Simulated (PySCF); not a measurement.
C5H4F2Si

```xyz
12

C     3.3452   -1.2794    0.1730
C     2.5658   -0.3667    0.1276
Si    1.3542    1.0168    0.0478
F     1.6989    1.9640   -1.1961
F     1.5851    2.0033    1.2874
C    -0.3887    0.4597   -0.0289
C    -1.5314    0.0798   -0.0751
C    -2.9011   -0.3653   -0.1326
H     4.0339   -2.0734    0.2133
H    -3.5684    0.4511    0.1424
H    -3.0513   -1.1947    0.5580
H    -3.1411   -0.6958   -1.1428
```

Geometry: GFN2-xTB.

Computed with PBE0/pcSseg-1, SCF density, gas phase, non-relativistic in PySCF 2.14.0.

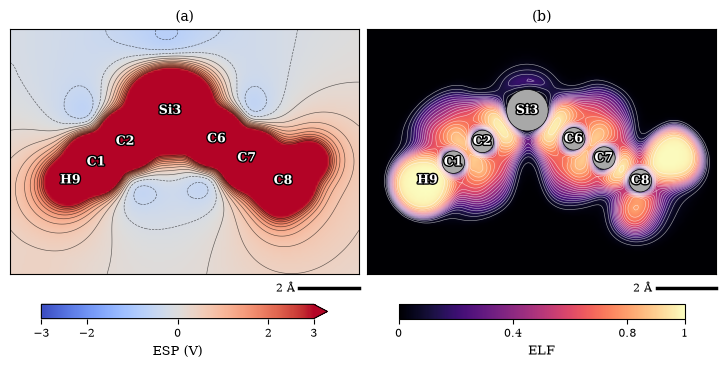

Figure 1. (a) molecular electrostatic potential; (b) electron localisation function on the plane of atoms C2, Si3 and C6. Grey discs cover the atomic cores in the ELF map.

Question: Read the bonding off the picture.

Answer: The section cuts through C, Si and H sites.
C–C (1.20 Å): the ELF peaks at about 0.85 between the atoms (a short, multiple covalent bond).
C–Si (1.83 Å): the ELF peaks at about 0.95 between the atoms: a covalent bond.
C–H (1.05 Å): the ELF climbs to about 1 towards the hydrogen, as it does in any bond to H: an ordinary covalent bond to hydrogen.
Outside the dense part of the molecule the potential is most negative (−0.7 V) near F5, which lies off the plane.

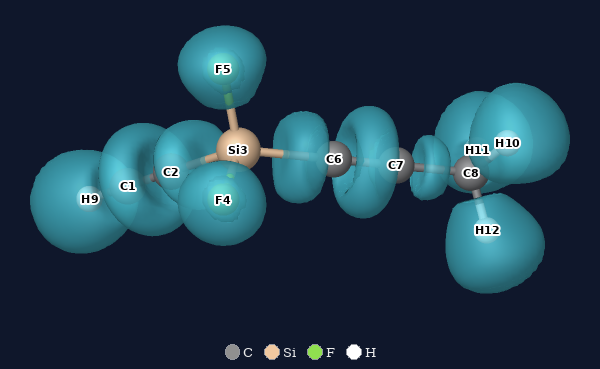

Figure 2. Isosurface of the ELF at 0.75 (cyan), seen from one side. Core shells and regions of very low density are left out.

Question: Identify the bonds, lone pairs and shells in this picture.

Answer: The surface consists of three regions between bonded C–C atoms (shared pairs), two regions between bonded C–Si atoms (shared pairs), four regions around hydrogen nuclei and two regions wrapped around F (its lone pairs, merged into a ring or cap). Along the contacts the grid gives the following. Si–F (1.60 Å): the ELF peaks at about 0.85 in the valence shell of F, 0.5 Å from its nucleus, and is about 0.50 at the midpoint.

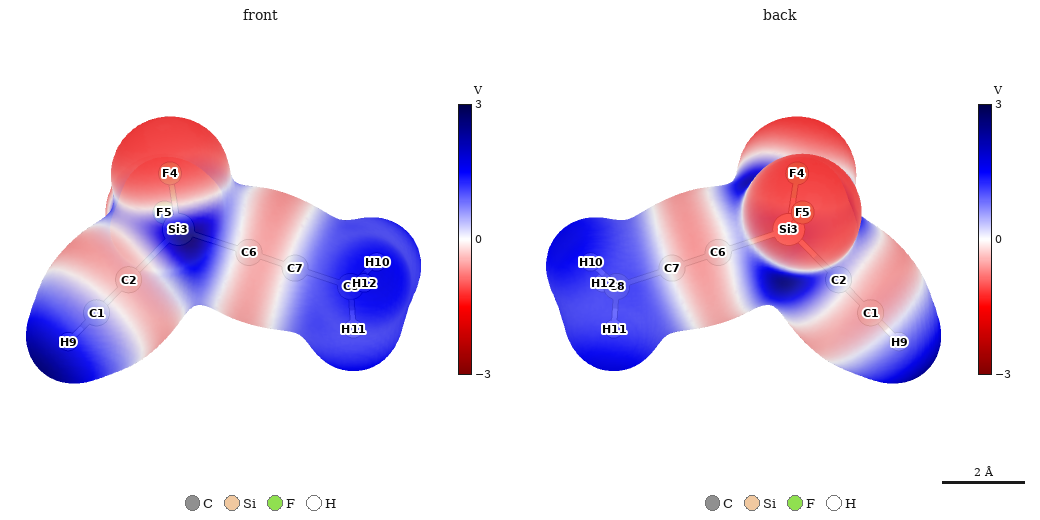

Figure 3. The electrostatic potential painted on the density surface at 0.004 e/bohr³, seen from the front and from behind; the colour scale runs from red (negative) to blue (positive).

Question: Which sites attract a positive test charge, and which a negative one?

Answer: A positive charge is drawn to the negative regions and a negative charge to the positive ones. The most negative region (about −1.2 V) lies over F4 and F5, the most positive (about +2.5 V) over Si3 and H9.

Question: What dipole moment does the calculation give?

Answer: Its dipole moment is 3.93 D.
